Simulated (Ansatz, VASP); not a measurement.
# Cross-check of MnCuO2 (Crednerite) between VASP and Ansatz

Wanted: the spread between two codes on one cell, functional and k mesh.

Program: Ansatz 0.2.0. Level of theory: plane waves, with VASP 6.6.1 beside it; single point at r2SCAN. Results are calculated unless marked as measured.

The database entry behind the starting cell differs from later determinations by our own check (a about 1 % short, old inner coordinates), so it need not match the best structure at ambient conditions.

**1. Set-up**

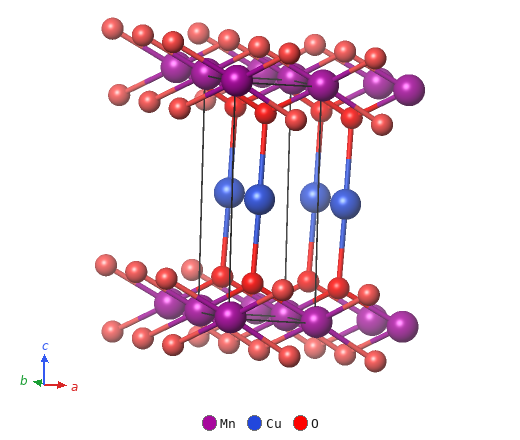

The cell as given, slightly off an axis (manganese purple, copper blue, oxygen red). 2×2×1 cells are drawn. Some periodic images of atoms are drawn too.

Structure file:

```cif
data_structure
_symmetry_space_group_name_H-M 'P1'
_symmetry_Int_Tables_number 1
_cell_length_a 2.8840
_cell_length_b 3.1184
_cell_length_c 5.8980
_cell_angle_alpha 102.915
_cell_angle_beta 90.000
_cell_angle_gamma 117.543
_cell_volume 45.51
loop_
_atom_site_label
_atom_site_type_symbol
_atom_site_symmetry_multiplicity
_atom_site_Wyckoff_symbol
_atom_site_fract_x
_atom_site_fract_y
_atom_site_fract_z
_atom_site_occupancy
Mn1 Mn 1 a 0.00846 0.99052 0.99300 1
Cu1 Cu 1 a 0.50369 0.00794 0.50013 1
O1 O 1 a 0.57802 0.16321 0.85435 1
O2 O 1 a 0.39415 0.81633 0.13695 1
```

**2. VASP: single point, r2SCAN**

With cell and atoms fixed, the geometry can't cause a difference; cores, projectors, grids and the points listed under the comparison can.

Lines of VASP's logs that name or quote its potential files are left out, and so is its time.

File INCAR:

```
SYSTEM = MnCuO2
PREC = Accurate
ENCUT = 520
EDIFF = 1E-06
NELM = 100
ISMEAR = 0
SIGMA = 0.1
LREAL = .FALSE.
ALGO = Normal
METAGGA = R2SCAN
LASPH = .TRUE.
NBANDS = 29
ISPIN = 2
MAGMOM = 4 0.6 0 0
LMAXMIX = 4
LORBIT = 11
LWAVE = .FALSE.
LCHARG = .FALSE.
KPAR = 4
ISIF = 2
```

File POSCAR:

```
MnCuO2
1.0
    2.7650000000     -1.4420000000      0.0000000000
    2.7650000000      1.4420000000      0.0000000000
   -1.4867050749      0.0000000000      5.7075486875
Mn Cu O
1 1 2
Direct
    0.0179340000     -0.0084580000      0.0070040000
    0.4957510000      0.4963090000      0.4998740000
    0.4148090000      0.4219790000      0.1456460000
    0.5778280000      0.6058460000      0.8630480000
```

File KPOINTS:

```
Automatic mesh
0
Gamma
9 9 4
0 0 0
```

Potentials, in the order of the species: Mn_pv, Cu and O (PBE family, release 64).

Command:

```bash
> mpirun -np 4 vasp_std
```

Numbers of over 12 decimals in the logs are rounded to 6 here.

Output:

```text
[banner, memory and clock lines left out]
running    4 mpi-ranks, on    1 nodes
 distrk:  each k-point on    1 cores,    4 groups
 distr:  one band on    1 cores,    1 groups

 POSCAR found type information on POSCAR MnCuO
 POSCAR found :  3 types and       4 ions
|                                                                             |
|               ----> ADVICE to this user running VASP <----                  |
|                                                                             |
|     You enforced a specific xc type in the INCAR file but a different       |
|     [... a line on the potential file left out ...]
|     I HOPE YOU KNOW WHAT YOU ARE DOING!                                     |
|                                                                             |

 LDA part: xc-table for (None), standard interpolation
 POSCAR, INCAR and KPOINTS ok, starting setup
 FFT: planning ... GRIDC
 FFT: planning ... GRID_SOFT
 FFT: planning ... GRID
 WAVECAR not read
 entering main loop
       N       E                     dE             d eps       ncg     rms          rms(c)
DAV:   1     0.365238801133E+03    0.36524E+03   -0.18612E+04 19622   0.172E+03
DAV:   2    -0.171777823833E+02   -0.38242E+03   -0.35314E+03 19486   0.431E+02
DAV:   3    -0.557336792082E+02   -0.38556E+02   -0.37158E+02 22009   0.146E+02
DAV:   4    -0.568411904334E+02   -0.11075E+01   -0.11039E+01 21277   0.259E+01
DAV:   5    -0.568727621880E+02   -0.31572E-01   -0.31567E-01 23247   0.451E+00    0.349E+01
DAV:   6    -0.433236056435E+02    0.13549E+02   -0.33328E+01 22102   0.104E+02    0.247E+01
DAV:   7    -0.418058041459E+02    0.15178E+01   -0.95294E+00 25168   0.740E+01    0.161E+01
DAV:   8    -0.419313609025E+02   -0.12556E+00   -0.66750E-01 21759   0.795E+00    0.878E+00
DAV:   9    -0.419249172314E+02    0.64437E-02   -0.12499E-01 26446   0.546E+00    0.137E+00
DAV:  10    -0.419191263134E+02    0.57909E-02   -0.13090E-01 24838   0.595E+00    0.836E-01
DAV:  11    -0.419167492170E+02    0.23771E-02   -0.20431E-02 26780   0.365E+00    0.595E-01
DAV:  12    -0.419170051849E+02   -0.25597E-03   -0.17610E-03 23516   0.514E-01    0.961E-02
DAV:  13    -0.419170594973E+02   -0.54312E-04   -0.17494E-04 28445   0.256E-01    0.633E-02
DAV:  14    -0.419170851236E+02   -0.25626E-04   -0.71694E-05 23442   0.813E-02    0.254E-02
DAV:  15    -0.419170841900E+02    0.93352E-06   -0.89959E-06 27492   0.554E-02
   1 F= -.41917084E+02 E0= -.41916433E+02  d E =-.130236E-02  mag=     3.9634
```

From OUTCAR (step 2):

```text
ion  position               nearest neighbor table
   1  0.018  0.992  0.007-   4 1.74   3 1.74   3 1.82   4 1.86   3 2.23   4 2.23
   2  0.496  0.496  0.500-   3 2.02   4 2.07
   3  0.415  0.422  0.146-   1 1.74   1 1.82   2 2.02   1 2.23
   4  0.578  0.606  0.863-   1 1.74   1 1.86   2 2.07   1 2.23

  LATTYP: Found a base centered monoclinic cell.
 ALAT       =     5.5300000000
 B/A-ratio  =     0.5215189873
 C/A-ratio  =     1.0665461121
 COS(beta)  =    -0.2520693582

 Subroutine GETGRP returns: Found  1 space group operations
 (whereof  1 operations were pure point group operations)

The static configuration has the point symmetry C_1 .

 Found    163 irreducible k-points:

   k-points           NKPTS =    163   k-points in BZ     NKDIM =    163   number of bands    NBANDS=     29

   dimension x,y,z NGX =    24 NGY =   24 NGZ =   48
   dimension x,y,z NGXF=    48 NGYF=   48 NGZF=   96

   ENCUT  =  520.0 eV  38.22 Ry    6.18 a.u.   5.80  5.80 10.97*2*pi/ulx,y,z

   NELECT =      36.0000    total number of electrons

 k-points in reciprocal lattice and weights: Automatic mesh
   0.00000000  0.00000000  0.00000000       0.003
   0.11111111  0.00000000 -0.00000000       0.006
  -0.00000000 -0.11111111  0.00000000       0.006
   0.22222222  0.00000000 -0.00000000       0.006
  -0.00000000 -0.22222222  0.00000000       0.006
   0.33333333  0.00000000 -0.00000000       0.006
  -0.00000000 -0.33333333  0.00000000       0.006
   0.44444444  0.00000000 -0.00000000       0.006
  -0.00000000 -0.44444444  0.00000000       0.006
[...]
0.44444444  0.44444444  0.50000000       0.006
  -0.44444444  0.44444444  0.50000000       0.006

 average (electrostatic) potential at core
       1 -75.0277       2 -70.9692       3 -74.3499       4 -74.1870

 E-fermi :   6.0724

 spin component 1
 k-point     1 :       0.0000    0.0000    0.0000
  band No.  band energies     occupation
    ...
     15       2.8408      1.00000
     16       3.0922      1.00000
     17       3.1756      1.00000
     18       3.2609      1.00000
     19       3.5221      1.00000
     20       6.1962      0.03996
     21       6.4608      0.00000
     22       9.1486      0.00000
     23      11.8334      0.00000
     24      14.5402      0.00000
    ...

 k-point     2 :       0.1111    0.0000   -0.0000
  band No.  band energies     occupation
    ...
     16       3.0914      1.00000
     17       3.1725      1.00000
     18       3.3706      1.00000
     19       3.5492      1.00000
     20       6.0136      0.79697
     21       6.5282      0.00000
     22       8.6621      0.00000
     23      12.2525      0.00000
     24      14.9272      0.00000
     25      17.4559      0.00000
    ...

 k-point     3 :      -0.0000   -0.1111    0.0000
  band No.  band energies     occupation
    ...
     16       3.0899      1.00000
     17       3.1773      1.00000
     18       3.3569      1.00000
     19       3.5435      1.00000
     20       6.0223      0.76039
     21       6.5347      0.00000
     22       8.6783      0.00000
     23      12.2345      0.00000
     24      14.9177      0.00000
     25      17.4584      0.00000
    ...

 k-point     4 :       0.2222    0.0000   -0.0000
  band No.  band energies     occupation
    ...
     16       3.1245      1.00000
     17       3.1968      1.00000
     18       3.4154      1.00000
     19       3.9583      1.00000
     20       5.5472      1.00000
     21       6.6654      0.00000
     22       7.9125      0.00000
     23      13.0714      0.00000
     24      15.6688      0.00000
     25      16.8202      0.00000
    ...

 k-point     5 :      -0.0000   -0.2222    0.0000
  band No.  band energies     occupation
    ...
     16       3.1295      1.00000
     17       3.1748      1.00000
     18       3.4498      1.00000
     19       3.8998      1.00000
     20       5.5715      1.00000
     21       6.6852      0.00000
     22       7.9578      0.00000
     23      13.0284      0.00000
     24      15.6220      0.00000
     25      16.8184      0.00000
    ...

 k-point     6 :       0.3333    0.0000   -0.0000
  band No.  band energies     occupation
    ...
     16       3.3023      1.00000
     17       3.3342      1.00000
     18       3.7138      1.00000
     19       3.9073      1.00000
     20       5.4569      1.00000
     21       6.8702      0.00000
     22       7.6109      0.00000
     23      13.1075      0.00000
     24      14.1068      0.00000
     25      16.7691      0.00000
    ...

  Total        5.7886872      9.7733198      2.3408020     -0.2823462      0.4673566     -4.6789357
  in kB      203.7748799    344.0429593     82.4015235     -9.9392254     16.4520102   -164.7091190
  external PRESSURE =     210.0731209 kB  Pullay stress =       0.0000000 kB

  energy-cutoff  :      520.00
  volume of cell :       45.51
      direct lattice vectors                 reciprocal lattice vectors
     2.765000000 -1.442000000  0.000000000     0.180831826 -0.346740638  0.047103163
     2.765000000  1.442000000  0.000000000     0.180831826  0.346740638  0.047103163
    -1.486705075  0.000000000  5.707548688     0.000000000  0.000000000  0.175206565

 POSITION                                       TOTAL-FORCE (eV/Angst)
 -----------------------------------------------------------------------------------
      2.78079      1.40394      0.03998         0.249536      2.626775     -0.442637
      1.99988      0.00080      2.85306         0.089425      0.115153      0.211751
      2.09719      0.01034      0.83128        -3.188609     -1.049482      6.585618
      1.98976      0.04040      4.92589         2.849649     -1.692446     -6.354732
 -----------------------------------------------------------------------------------
    total drift:                                0.004575      0.000295      0.022755

  FREE ENERGIE OF THE ION-ELECTRON SYSTEM (eV)
  ---------------------------------------------------
  free  energy   TOTEN  =       -41.9170841900 eV

  energy  without entropy=      -41.9157818342  energy(sigma->0) =      -41.91643301

 total charge
# of ion       s       p       d       tot
------------------------------------------
    1        0.396   6.475   5.037  11.908
    2        0.356   0.204   9.242   9.802
    3        1.581   3.559   0.000   5.140
    4        1.580   3.544   0.000   5.124
--------------------------------------------------
tot          3.913  13.783  14.278  31.974

 magnetization (x)
# of ion       s       p       d       tot
------------------------------------------
    1        0.054   0.039   3.499   3.592
    2        0.021   0.012   0.012   0.046
    3        0.009   0.066   0.000   0.076
    4        0.010   0.061   0.000   0.071
--------------------------------------------------
tot          0.094   0.179   3.511   3.784

[... 6 further parts left out ...]
```

The run ends at a pressure of 21.01 GPa, with forces up to 7.4 eV/Å.

(Continued in part 2 of 2.)

[Lines on the potential files, build, host, timing and source positions are cut from VASP's logs without a mark.]

[Logs are printed without paths, hosts, clocks, repeated set-up lines and the standing remarks that a program may print on its own settings, such as how far it seeks lower states.]

[Hosts, paths, dates, database ids (printed as entryN), source tags and the programs' standing remarks are cut or masked in the printed files.]
